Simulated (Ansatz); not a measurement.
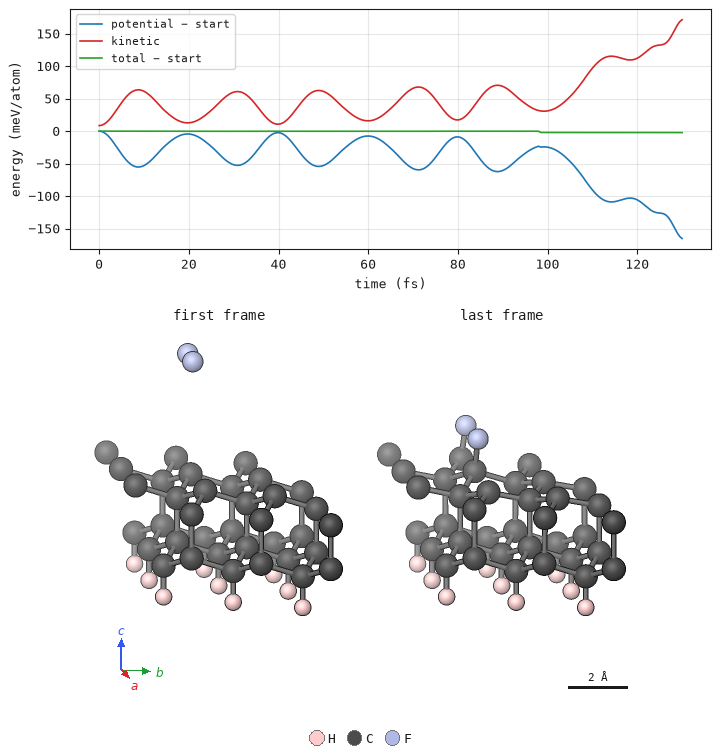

Molecular dynamics of F2 on C(111), underside capped with H (47 atoms in the cell), 130 fs long. Style: ball-and-stick. Shown: the simulation cell, with the vacuum cut short, slightly off an axis. Bonds to atoms that aren't drawn are left out.

The calculation used Ansatz 0.2.0, DFT PBEsol, scalar-relativistic, plane waves, PAW. Run with plane-wave cutoff 420 eV; k-point mesh 2 × 2 × 1; Fermi-Dirac smearing 0.02 eV; spin collinear; low-accuracy preset; 27 atoms held fixed; constant energy (NVE); time step 0.5 fs; at the start 2 atoms move with typed velocities and the others are at rest.

### Is this trajectory numerically sound?

The total energy stays between −2.3 and 0 meV per atom of its start. A straight-line fit has a slope that amounts to −2.2 meV per atom over 130 fs (4.0 % of the mean kinetic energy), its mean offset in the second half is 2.0 %, and the ripple about the line is 1.5 % of the kinetic energy's fluctuation. That is tolerable for a short run, though not tight (an offset or drift over 2 % of the kinetic energy, or a ripple over 7 %). Over the second half the temperature averages 1316 K (spread ±708 K). It is well above the start because potential energy is released as heat. The potential energy is still drifting at the end, so the run hasn't reached equilibrium. The potential energy in the second half lies on average 65.0 meV per atom below the first frame.

Limits of the set-up: the program's low-accuracy preset was used; the periodic images lie only 7.6 Å apart, so the values are limited by the cell's size.

Cost: 48 min on 4 threads of Intel(R) Xeon(R) 6975P-C (Granite Rapids) (shared host), peak memory 3.5 GiB.

PAW datasets: the set soft_1.
